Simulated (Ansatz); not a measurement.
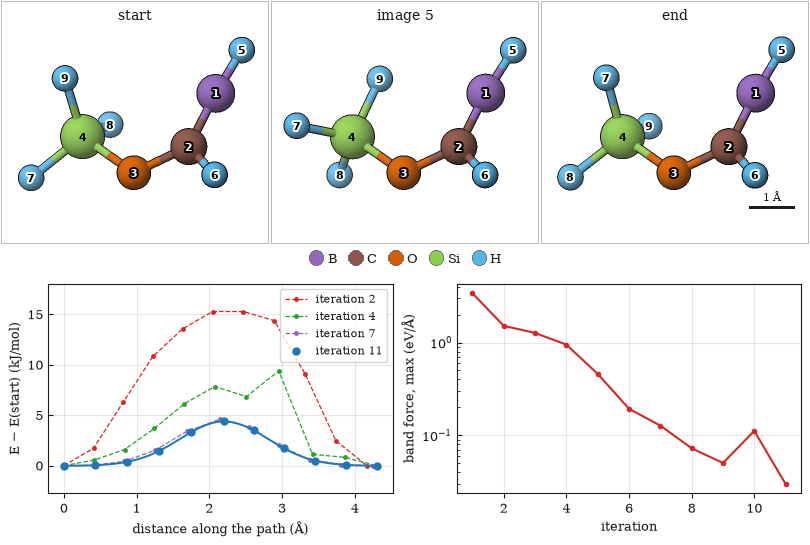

A search for the minimum-energy path of CH₅BOSi by the nudged elastic band. Images are numbered from 0 (start) to 10 (end). The plot follows the band through its iterations. Style: ball-and-stick. Shown at a tilt.

These are results of RKS r2SCAN/6-31G (Ansatz), not measurements. Set-up: 9 movable images; climbing image; force threshold 0.05 eV/Å; iteration limit 58; spring constant 0.1 eV/Å²; starting path through a guess of the saddle point.

### Judge this run.

The run is converged, with reservations. The band converged in 11 iterations. The largest component of the band force went from 3.4 to 0.03 eV/Å. The climbing image converged on the top of the path. Its curvatures weren't checked. The spring constant is far from the usual few eV/Å², which spoils the spacing or the steps. The first iteration put the highest image at 71.21 kJ/mol. The two ends have the same energy, and the highest point, image 5, lies 4.39 kJ/mol above the start.
